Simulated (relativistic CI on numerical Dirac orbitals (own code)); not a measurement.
## Mn⁶⁺: relativistic CI calculation

System: Mn⁶⁺.
Method: Dirac-Coulomb-Breit CI, KLI orbitals optimised for each configuration, model QED (radiative potential, 1s self-energy scaled to tabulated hydrogen-like ionisation energies), valence Slater integrals scaled by 0.7, one configuration in a parametric crystal field (relativistic CI on numerical Dirac orbitals, in-house).

The input:
```
atom Mn  Z=25  charge=6  electrons=19
nucleus A=55  rms_radius_fm=3.7057
hamiltonian dirac-coulomb  breit=on  qed=on  c_scale=1
orbitals kli  potential=per-configuration
slater_scale 0.7
correlation none
mixing on
configurations
  [Ar] 3d
end
crystal_field D3d 10Dq=21900 Dsigma=-1200 Dtau=-140
```

The program writes its results to a structured record and prints no log; tables and figures of this report are taken from that record.

The lowest 2 levels:

```csv
Configuration,Level,E (eV),LS purity (%)
3d,²D₃/₂,0,100
3d,²D₅/₂,0.1610,100
```

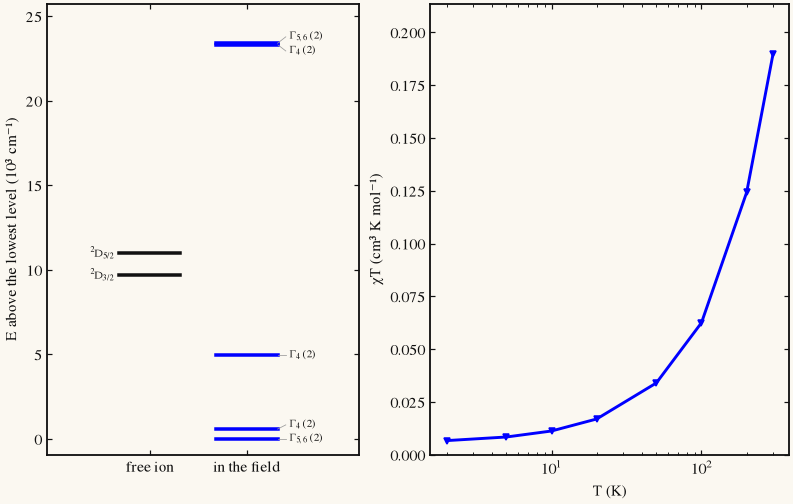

**Figure 1.** Mn⁶⁺ (3d) in a field of D3d symmetry with 10Dq = 21,900, Dσ = −1,200, Dτ = −140 cm⁻¹. Labels give the double-group representation and, in brackets, the degeneracy; the lowest 5 of 5 levels are drawn. One open-shell configuration in a parametric field without covalency; powder susceptibility by Van Vleck's formula. The free ion's lowest level is ²D₃/₂. The ground level is Γ₅,₆, a Kramers doublet, with total spin S = 0.50 (from expectation values); its principal g values, for an effective spin of 1/2, are 0.00, 0.00 and 0.42. The next level lies at 589 cm⁻¹ (Γ₄). The field lowers the ground state by 9,670 cm⁻¹ against the free ion. χT is 0.00675 cm³ K mol⁻¹ at 2 K, 0.0340 at 50 K and 0.190 at 300 K, an effective moment of 1.23 μB at room temperature.

Results in brief:

```tsv
quantity	value
outcome	converged
lowest level	3d ²D₃/₂
first excited level	3d ²D₅/₂, 1,298 cm⁻¹
levels computed	5
hardware	1 CPU thread, shared host
```
